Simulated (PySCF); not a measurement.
Molecule: SMILES O[Si](O)([SiH3])O (H6O3Si2). Atoms near the plane z = 0.0 Å, at the B3LYP/def2-SVP optimised geometry (x, y, z in Å): Si2 (-0.1, 1.0, 0.0), O3 (-1.7, 1.0, 0.1), Si5 (0.7, -1.2, 0.0), H7 (-2.2, 1.5, -0.6), H9 (2.2, -1.2, 0.0).

Computed with B3LYP/def2-TZVP (PySCF 2.14.0). Cells within 0.4 Å of a nucleus heavier than hydrogen are left out (blank, or x). The values are rescaled to run from 0 to 1.

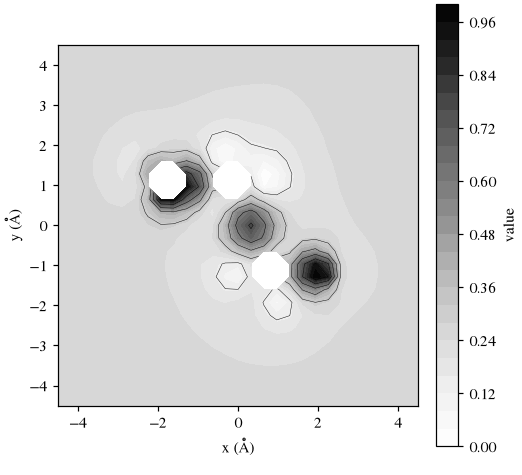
Figure: a field on the plane z = 0.0 Å.

Which quantity is mapped?
A. an orbital amplitude
B. deformation density (molecule minus spherical neutral atoms)
C. Laplacian of the electron density
D. electrostatic potential

B, deformation density (molecule minus spherical neutral atoms). In full: deformation density (molecule minus spherical neutral atoms) (e/bohr³).
